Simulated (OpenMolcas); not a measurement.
# CH4OSi: single-point calculation (part 2 of 2)

CH4OSi, SMILES CO[SiH]; HF/ANO-R0, RHF, sfX2C (OpenMolcas 26.06). The geometry comes from this level: PBE0-D4/def2-TZVP.

Geometry of the input (Å):
```
C  -0.5124  0.4855  -0.3385
O  -0.4432  -0.4465  0.7176
Si 0.7969  -1.3873  1.2299
H  -1.2964  0.1808  -1.0355
H  0.4438  0.5475  -0.8687
H  -0.7693  1.4675  0.0654
H  1.8417  -0.9156  0.1841
```

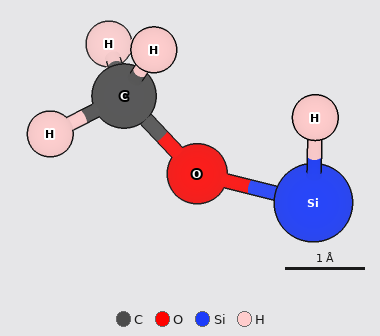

*The structure as given in the input (ball-and-stick view, seen at a tilt).*

## Log, continued
```
 *****************************************************************************************************************************
 *                                             SCF/KS-DFT Program, Final results                                             *
 *                                                       Final Results                                                       *
 *****************************************************************************************************************************

::    Total SCF energy                               -404.1296258058
      One-electron energy                            -757.8402091102
      Two-electron energy                             252.6406788500
      Nuclear repulsion energy                        101.0699044543
      Kinetic energy (interpolated)                   409.6569006647
      Virial theorem                                    0.9865075510
      Total spin, S(S+1)                                0.0000000000
      Total spin, S                                     0.0000000000
      Max non-diagonal density matrix element           0.0000054878
      Max non-diagonal Fock matrix element              0.0000005800

      No orbitals printed

++    Molecular charges:
      ------------------

      Mulliken charges per centre
      ---------------------------

                C1      O2      SI3     H4      H5      H6      H7
      Total    6.7590  8.3017 13.4882  0.7028  0.7315  0.7029  1.3140

      N-E     -0.7590 -0.3017  0.5118  0.2972  0.2685  0.2971 -0.3140

      Total electronic charge=   32.000000

      Total            charge=   -0.000000
--

++    Static properties:
      ------------------

      LoProp Charges per center

                   C1       O2       SI3      H4       H5       H6       H7
      Nuclear      6.0000   8.0000  14.0000   1.0000   1.0000   1.0000   1.0000
      Electronic  -6.6377  -8.1650 -13.6459  -0.7648  -0.7967  -0.7649  -1.2250

      Total       -0.6377  -0.1650   0.3541   0.2352   0.2033   0.2351  -0.2250
--

++    Natural Bond Order analysis
      ---------------------------
      Based on LoProp computed density
      -------------------------------------------------------------------------------------
      Atom A       Atom B       Bond Order
        SI3          H7             0.783
      -------------------------------------------------------------------------------------
      NBO located      1.567 electrons involved in    1 bonds.
      NBO located      0.993 non-bonded electrons on atom C1
      NBO located      0.981 non-bonded electrons on atom C1
      NBO located      0.999 non-bonded electrons on atom O2
      NBO located      0.996 non-bonded electrons on atom SI3
      NBO located      1.001 non-bonded electrons on atom SI3
      NBO located      1.000 non-bonded electrons on atom SI3
      NBO located      0.999 non-bonded electrons on atom SI3
      NBO located      0.999 non-bonded electrons on atom SI3
      The remaining    7.453 electrons are to be considered as diffuse
--

++    Molecular properties:
      ---------------------

      Charge (e):
                      =   -0.0000
      Dipole Moment (debye):
      Origin of the operator (angstrom)=    0.1546   -0.6473    0.6693
                   X= -1.9257E+00               Y=  8.5951E-01               Z= -9.2344E-02           Total=  2.1108E+00
      Quadrupole Moment (debye*angstrom):
      Origin of the operator (angstrom)=    0.1546   -0.6473    0.6693
                  XX= -3.7111E+01              XY=  1.0665E+00              XZ=  2.4595E+00              YY= -3.1462E+01
                  YZ=  2.0392E+00              ZZ= -3.2833E+01
      In traceless form (debye*angstrom)
                  XX= -4.9635E+00              XY=  1.5997E+00              XZ=  3.6893E+00              YY=  3.5102E+00
                  YZ=  3.0588E+00              ZZ=  1.4533E+00
--

--- Stop Module: scf /rc=_RC_ALL_IS_WELL_ ---

--- Start Module: localisation ---

                                           &LOCALISATION

                       available to each process: 1.9 GB of memory, 1 thread

 Header from vector file:

* SCF orbitals

 Pipek-Mezey localisation
 Convergence threshold:   1.0000E-06 (functional)
 Convergence threshold:   1.0000E-02 (gradient)
 Screening threshold  :   1.0000E-10 (orbital rotations)
 Frozen orbitals      :      4
 Orbitals to localise :     12

 CPU  time for localisation procedure:      0.00 seconds

++    Molecular orbitals:
      -------------------

      Title: Final localised MO's

      Molecular orbitals for symmetry species 1: a

      Basis set list:
        1 C1     1s                  9 O2     2py                17 SI3    3py
        2 C1     2s                 10 O2     2pz                18 SI3    2pz
        3 C1     2px                11 SI3    1s                 19 SI3    3pz
        4 C1     2py                12 SI3    2s                 20 H4     1s
        5 C1     2pz                13 SI3    3s                 21 H5     1s
        6 O2     1s                 14 SI3    2px                22 H6     1s
        7 O2     2s                 15 SI3    3px                23 H7     1s
        8 O2     2px                16 SI3    2py

  Index Energy  Occupation Coefficients ...

    1  -69.0340    2.0000         11 SI3    1s     ( 0.999),

    2  -20.4210    2.0000          6 O2     1s     ( 1.000),

    3  -11.3600    2.0000          1 C1     1s     ( 1.000),

    4   -6.2441    2.0000         12 SI3    2s     ( 0.999),

    5    0.0000    2.0000         14 SI3    2px    ( 0.894),

    6    0.0000    2.0000         16 SI3    2py    ( 0.726),    18 SI3    2pz    ( 0.621),

    7    0.0000    2.0000         16 SI3    2py    ( 0.527),    18 SI3    2pz    (-0.776),

    8    0.0000    2.0000          7 O2     2s     ( 0.714),     8 O2     2px    (-0.603),    10 O2     2pz    ( 0.361),

    9    0.0000    2.0000          2 C1     2s     (-0.408),     3 C1     2px    ( 0.395),     5 C1     2pz    ( 0.363),    20 H4     1s     (-0.521),

   10    0.0000    2.0000          2 C1     2s     ( 0.395),     3 C1     2px    ( 0.480),    21 H5     1s     ( 0.568),

   11    0.0000    2.0000          2 C1     2s     (-0.408),     4 C1     2py    (-0.505),    22 H6     1s     (-0.522),

   12    0.0000    2.0000          2 C1     2s     ( 0.278),     4 C1     2py    (-0.329),     5 C1     2pz    ( 0.363),     7 O2     2s     ( 0.259),
                                   9 O2     2py    ( 0.365),    10 O2     2pz    (-0.435),

   13    0.0000    2.0000         23 H7     1s     ( 0.764),

   14    0.0000    2.0000          7 O2     2s     (-0.498),     8 O2     2px    (-0.613),

   15    0.0000    2.0000          9 O2     2py    (-0.653),    10 O2     2pz    (-0.559),

   16    0.0000    2.0000         13 SI3    3s     ( 0.938),

   17    0.0404    0.0000         17 SI3    3py    ( 0.697),    19 SI3    3pz    ( 0.597),

   18    0.1740    0.0000          2 C1     2s     (-0.684),    13 SI3    3s     (-0.430),    15 SI3    3px    (-0.727),    19 SI3    3pz    ( 0.460),
                                  23 H7     1s     ( 0.745),

   19    0.2133    0.0000          2 C1     2s     (-1.018),    15 SI3    3px    ( 0.722),    20 H4     1s     ( 0.617),    22 H6     1s     ( 0.617),
                                  23 H7     1s     (-0.864),

   20    0.2888    0.0000          7 O2     2s     ( 0.739),     8 O2     2px    ( 0.442),    13 SI3    3s     (-0.793),    17 SI3    3py    (-0.654),
                                  19 SI3    3pz    ( 0.630),    23 H7     1s     ( 0.726),

   21    0.3362    0.0000          4 C1     2py    ( 0.835),     5 C1     2pz    ( 0.716),    20 H4     1s     ( 1.214),    22 H6     1s     (-1.214),

   22    0.3572    0.0000          3 C1     2px    (-1.070),    21 H5     1s     ( 1.532),

   23    0.5694    0.0000          2 C1     2s     ( 0.513),     4 C1     2py    (-0.562),     5 C1     2pz    ( 0.702),     9 O2     2py    (-0.678),
                                  10 O2     2pz    ( 0.669),    15 SI3    3px    ( 0.468),

--

--- Stop Module: localisation /rc=_RC_ALL_IS_WELL_ ---

--- Start Module: localisation ---

                                           &LOCALISATION

                       available to each process: 1.9 GB of memory, 1 thread

 Header from vector file:

*Localised orbitals

 Pipek-Mezey localisation
 Convergence threshold:   1.0000E-06 (functional)
 Convergence threshold:   1.0000E-02 (gradient)
 Screening threshold  :   1.0000E-10 (orbital rotations)
 Frozen orbitals      :     16
 Orbitals to localise :      7

 CPU  time for localisation procedure:      0.00 seconds

++    Molecular orbitals:
      -------------------

      Title: Final localised MO's

      Molecular orbitals for symmetry species 1: a

      Basis set list:
        1 C1     1s                  9 O2     2py                17 SI3    3py
        2 C1     2s                 10 O2     2pz                18 SI3    2pz
        3 C1     2px                11 SI3    1s                 19 SI3    3pz
        4 C1     2py                12 SI3    2s                 20 H4     1s
        5 C1     2pz                13 SI3    3s                 21 H5     1s
        6 O2     1s                 14 SI3    2px                22 H6     1s
        7 O2     2s                 15 SI3    3px                23 H7     1s
        8 O2     2px                16 SI3    2py

  Index Energy  Occupation Coefficients ...

    1  -69.0340    2.0000         11 SI3    1s     ( 0.999),

    2  -20.4210    2.0000          6 O2     1s     ( 1.000),

    3  -11.3600    2.0000          1 C1     1s     ( 1.000),

    4   -6.2441    2.0000         12 SI3    2s     ( 0.999),

    5    0.0000    2.0000         14 SI3    2px    ( 0.894),

    6    0.0000    2.0000         16 SI3    2py    ( 0.726),    18 SI3    2pz    ( 0.621),

    7    0.0000    2.0000         16 SI3    2py    ( 0.527),    18 SI3    2pz    (-0.776),

    8    0.0000    2.0000          7 O2     2s     ( 0.714),     8 O2     2px    (-0.603),    10 O2     2pz    ( 0.361),

    9    0.0000    2.0000          2 C1     2s     (-0.408),     3 C1     2px    ( 0.395),     5 C1     2pz    ( 0.363),    20 H4     1s     (-0.521),

   10    0.0000    2.0000          2 C1     2s     ( 0.395),     3 C1     2px    ( 0.480),    21 H5     1s     ( 0.568),

   11    0.0000    2.0000          2 C1     2s     (-0.408),     4 C1     2py    (-0.505),    22 H6     1s     (-0.522),

   12    0.0000    2.0000          2 C1     2s     ( 0.278),     4 C1     2py    (-0.329),     5 C1     2pz    ( 0.363),     7 O2     2s     ( 0.259),
                                   9 O2     2py    ( 0.365),    10 O2     2pz    (-0.435),

   13    0.0000    2.0000         23 H7     1s     ( 0.764),

   14    0.0000    2.0000          7 O2     2s     (-0.498),     8 O2     2px    (-0.613),

   15    0.0000    2.0000          9 O2     2py    (-0.653),    10 O2     2pz    (-0.559),

   16    0.0000    2.0000         13 SI3    3s     ( 0.938),

   17    0.0000    0.0000         17 SI3    3py    ( 0.702),    19 SI3    3pz    ( 0.601),

   18    0.0000    0.0000         13 SI3    3s     (-0.834),    15 SI3    3px    (-0.778),    19 SI3    3pz    ( 0.785),    23 H7     1s     ( 1.360),

   19    0.0000    0.0000          4 C1     2py    ( 0.857),    22 H6     1s     (-1.508),

   20    0.0000    0.0000          7 O2     2s     ( 0.672),     8 O2     2px    ( 0.452),    13 SI3    3s     (-0.523),    15 SI3    3px    ( 0.873),
                                  17 SI3    3py    (-0.611),

   21    0.0000    0.0000         20 H4     1s     ( 1.508),

   22    0.0000    0.0000          3 C1     2px    ( 0.883),    21 H5     1s     (-1.601),

   23    0.0000    0.0000          2 C1     2s     ( 0.654),     4 C1     2py    (-0.624),     5 C1     2pz    ( 0.707),     7 O2     2s     (-0.587),
                                   9 O2     2py    (-0.589),    10 O2     2pz    ( 0.653),

--

--- Stop Module: localisation /rc=_RC_ALL_IS_WELL_ ---

.##################.
.# Happy landing! #.
.##################.

    Timing: Wall=2.34 User=1.74 System=0.60
```

## Results in brief

```json
{"quantity": "outcome", "value": "converged"}
{"quantity": "total energy", "value": "−404.129626 hartree"}
{"quantity": "basis functions", "value": "23"}
{"quantity": "HOMO", "value": "−9.45 eV"}
{"quantity": "LUMO", "value": "1.10 eV"}
{"quantity": "dipole moment", "value": "2.11 debye"}
{"quantity": "hardware", "value": "1 thread of Arm Neoverse V1, 24 GiB of memory available, shared host"}
{"quantity": "wall time", "value": "2.6 s"}
{"quantity": "peak memory", "value": "0.38 GiB"}
```
